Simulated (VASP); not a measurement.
Band structure of Zr (space group P6_3/mmc). These are PBE GGA, VASP's PBE PAW potentials (set 64) (plane waves; VASP) values and carry that method's errors.

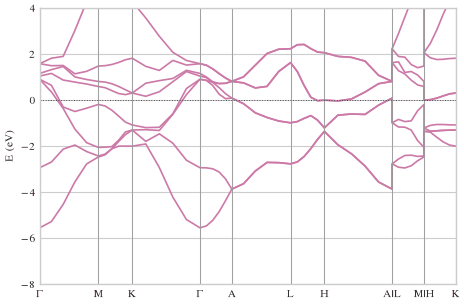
*Bands along high-symmetry lines, zero at the valence-band maximum or, without a gap, the Fermi level*

Task: Read the plot: is there a gap, and where are the band edges?

Result: It has no gap at this level: it comes out as a metal or semimetal.

The structure is a typed Zr crystal (P6_3/mmc). The cell was not relaxed at this level.
